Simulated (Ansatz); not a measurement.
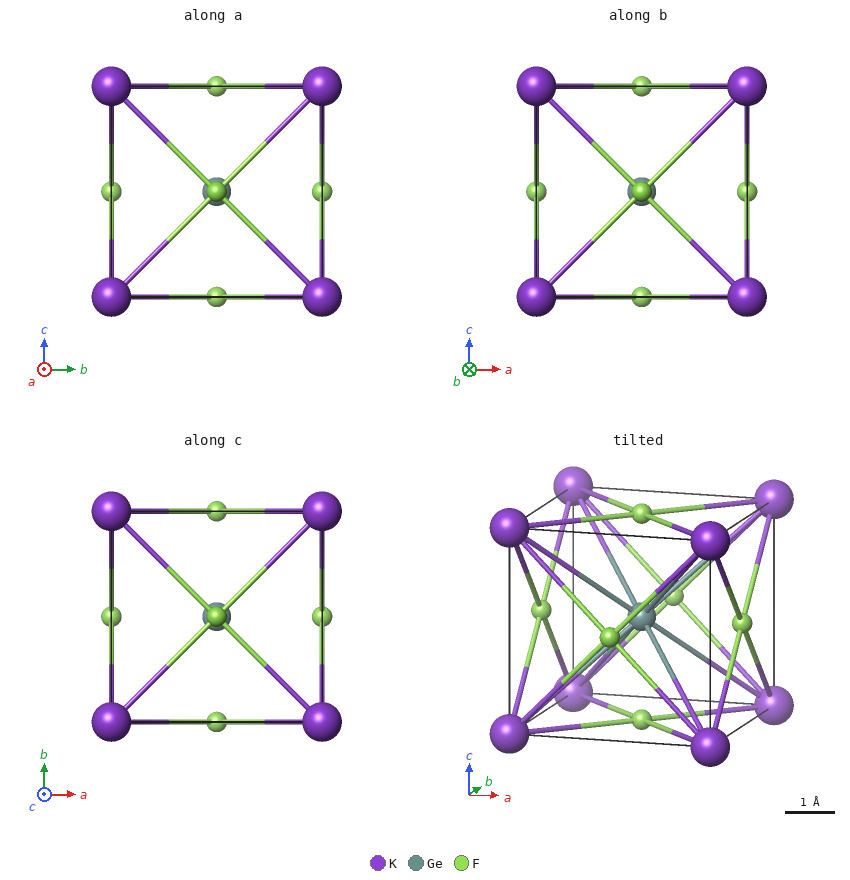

Crystal structure, ball-and-stick style, seen along the a axis, along the b axis, along the c axis and slightly off an axis. The frame is the conventional unit cell; atoms at its boundary are shown with their periodic copies.

Lattice parameters: a = 4.388 Å, b = 4.388 Å, c = 4.388 Å, α = 90.00°, β = 90.00°, γ = 90.00°.

Question: From the views, write a table of Wyckoff sites.

Answer: Space group Pm-3m (No. 221).
| atom | site | x | y | z |
| --- | --- | --- | --- | --- |
| K | 1a | 0.0000 | 0.0000 | 0.0000 |
| Ge | 1b | 0.5000 | 0.5000 | 0.5000 |
| F | 3c | 0.5000 | 0.5000 | 0.0000 |

The structure was taken from a structure type filled with these elements by a generator (whether the compound takes this form wasn't checked). Earlier steps of the study may have refined or changed the cell and positions. It went into a calculation with Ansatz.
